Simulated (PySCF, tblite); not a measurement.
**BH7O5Si3, a fragment of a glass network (4-ring): NMR shifts, core binding energies and electronic excitations**

What NMR shifts, core binding energies and electronic excitations should one expect for `OB1O[SiH2]O[SiH2]O[SiH2]O1`? It is drawn as: Si Si Si B3, H ends, O bridges.

Programs: tblite 0.8.0 and PySCF 2.14.0. All values are calculated, for the isolated system unless a continuum is named. Atoms count from 0, parts from 1.

## (1) Starting point

16 atoms, charge 0, multiplicity 1; geometry: distance geometry start.

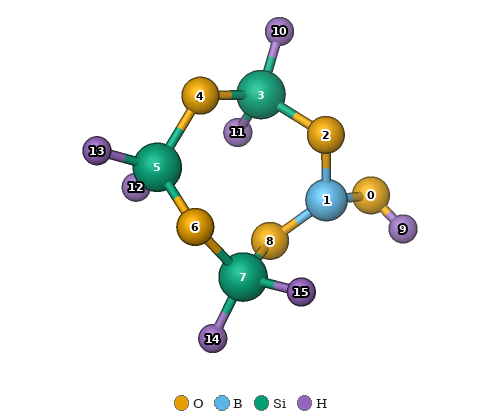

The starting geometry (oxygen amber, boron blue, silicon teal, hydrogen purple), atoms numbered.

## (2) Relaxing the cluster with GFN2-xTB

What the job is given:

```
{"job": {"kind": "relax", "xc": "GFN2-xTB", "basis": "xTB"}, "charge": 0, "multiplicity": 1}
O      2.863214     0.009158     0.410179
B      1.569686     0.324046    -0.257689
O      1.298559    -0.788917    -1.193437
Si     0.337814    -1.910076    -0.306899
O     -1.253139    -1.708371    -0.849114
Si    -2.080219    -0.372202    -0.154413
O     -1.686578     1.116316    -0.863530
Si    -0.404127     1.945535    -0.095017
O      0.655298     0.905167     0.751002
H      3.426116     0.772596     0.244794
H      0.867991    -3.246509    -0.382073
H      0.367805    -1.533544     1.147803
H     -1.949780    -0.390458     1.324937
H     -3.500682    -0.633688    -0.415654
H     -0.834623     3.001516     0.797644
H      0.392614     2.576749    -1.159204
```

With the program's defaults for keys left out, this is: GFN2-xTB geometry optimisation, gas phase.

Started as:

```console
> OMP_NUM_THREADS=1 python cluster_run.py task.json out
```

This one command runs all jobs of the session in turn.

**Question.** The jobs that follow are: PBE0-D3(BJ)/def2-SVP geometry optimisation, gas phase; GIAO PBE0/pcSseg-1 NMR shielding, non-relativistic, gas phase; delta-SCF UKS SCAN, pcX-2 on the ionised atom, pcseg-1 elsewhere, spin-free X2C; TDDFT CAM-B3LYP/def2-SVPD, vertical, gas phase, core orbitals frozen in the response. Predict: point group; rotational constants (main isotopes); $^{1}$H shifts against TMS (PBE0/pcSseg-1); $^{17}$O shifts against H2O (PBE0/pcSseg-1); $^{11}$B shifts against BF3·OEt2 (PBE0/pcSseg-1); $^{29}$Si shifts against TMS (PBE0/pcSseg-1); O1s binding energies, SCAN/pcX-2 (standing for 3 of 5 atoms); B1s binding energies, SCAN/pcX-2; Si2p binding energies, SCAN/pcX-2 (standing for 1 of 3 atoms); lowest singlet (CAM-B3LYP/def2-SVPD); lowest triplet; vertical ionisation energy (ΔSCF).

The runs gave:

| quantity | value |
| --- | --- |
| point group | C1 |
| rotational constants (main isotopes) | 1.22, 0.94, 0.55 GHz |
| $^{1}$H shifts against TMS (PBE0/pcSseg-1) | 5.14, 5.09, 5.08, 5.07, 5.07, 4.98, 3.21 ppm |
| $^{17}$O shifts against H2O (PBE0/pcSseg-1) | 114.5, 103.3, 102.2, 91.2, 84.3 ppm |
| $^{11}$B shifts against BF3·OEt2 (PBE0/pcSseg-1) | 13.0 ppm |
| $^{29}$Si shifts against TMS (PBE0/pcSseg-1) | -46.9, -48.1, -51.6 ppm |
| O1s binding energies, SCAN/pcX-2 (standing for 3 of 5 atoms) | O0 539.03, O8 538.38, O6 538.15 eV |
| B1s binding energies, SCAN/pcX-2 | B1 198.57 eV |
| Si2p binding energies, SCAN/pcX-2 (standing for 1 of 3 atoms) | Si7 108.44 eV |
| lowest singlet (CAM-B3LYP/def2-SVPD) | 7.61 eV (163 nm), f = 0.037 |
| lowest triplet | 7.33 eV |
| vertical ionisation energy (ΔSCF) | 10.63 eV |

The start of the PBE0/def2-SVP relaxation was shaken at random by about 0.01 Å, so part of the energy gained, and of the first lengths quoted, undoes that. Relaxing lowered the energy by 0.407 eV in 11 steps; the close pair that moved most is O2–Si3, from 1.564 to 1.638 Å (PBE0/def2-SVP). At PBE0/pcSseg-1: Shielding is most anisotropic at O4 (span 172 ppm, paramagnetic term -160 ppm). At SCAN/pcX-2: The O1s levels kept as sound span 0.89 eV, from O6 (oxygen bonded to 2 Si, in a 8-membered ring) up to O0 (oxygen bonded to B, H). Only 3 of the 5 O atoms are covered by sound results. The lowest singlet, at 7.61 eV, is HOMO→LUMO 0.37, HOMO→LUMO+1 0.35 and is weak. The lowest triplet lies 0.28 eV below the lowest singlet (triplets in Tamm-Dancoff, singlets in full TDDFT). ΔSCF puts the ionisation energy at 10.63 eV, 0.76 eV above −ε(HOMO). A capped cluster stands for the solid here, so long-range fields and strain are missing, and bands or shifts of the capping hydrogens have no counterpart in it.
